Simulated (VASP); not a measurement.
Band structure of BN (space group P6_3mc). All values below come from PBEsol GGA, VASP's PBE PAW potentials (set 64) (plane waves; VASP).

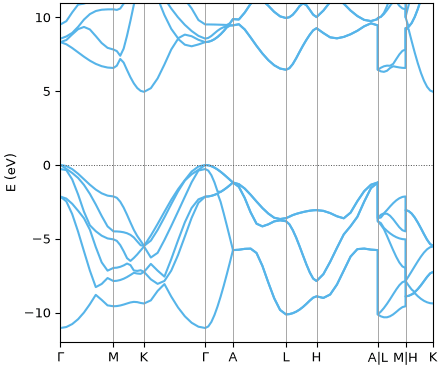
Bands along high-symmetry lines, zero at the valence-band maximum or, without a gap, the Fermi level

### Question
Read the plot: is there a gap, and where are the band edges?

### Answer
The gap is indirect, 4.96 eV, from the valence maximum at Γ to the conduction minimum at K. (Edges off the drawn lines would not show.)

The structure comes from a computed database's BN entry (P6_3mc); how it stands against other phases isn't given here. It was relaxed first.
